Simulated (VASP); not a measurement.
Consider the following.

```
CsSnI3
1.0
    6.22788     0.00000     0.00000
    0.00000     6.22788     0.00000
    0.00000     0.00000     6.22788
Cs Sn I
1 1 3
Direct
  0.00000   0.00000   0.00000
  0.50000   0.50000   0.50000
  0.50000   0.00000   0.50000
  0.00000   0.50000   0.50000
  0.50000   0.50000   0.00000
```

Calculation: AM05 GGA, VASP's PBE PAW potentials (set 64) (plane waves; VASP). Numerical set-up: 520 eV cut-off, 4×4×4 Γ-centred mesh, tetrahedra with Blöchl corrections, potentials Cs_sv Sn_d I.

Unless said otherwise, spin-orbit coupling is left out, though it shifts the bands of the heavy elements here.

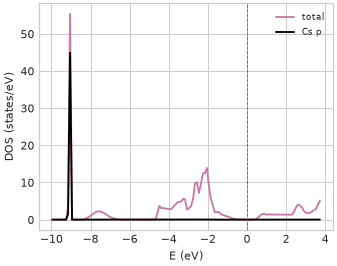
Figure: Total and projected density of states, zero at the valence-band maximum

Within 2 eV below the valence-band maximum the largest weight inside VASP's projection spheres is I p.

The gap is direct, 0.33 eV, from the valence maximum at R to the conduction minimum at R.

The compound is CsSnI3 in the cubic perovskite structure, the ideal cubic form; the compound distorts at low or room temperature. It was relaxed first.
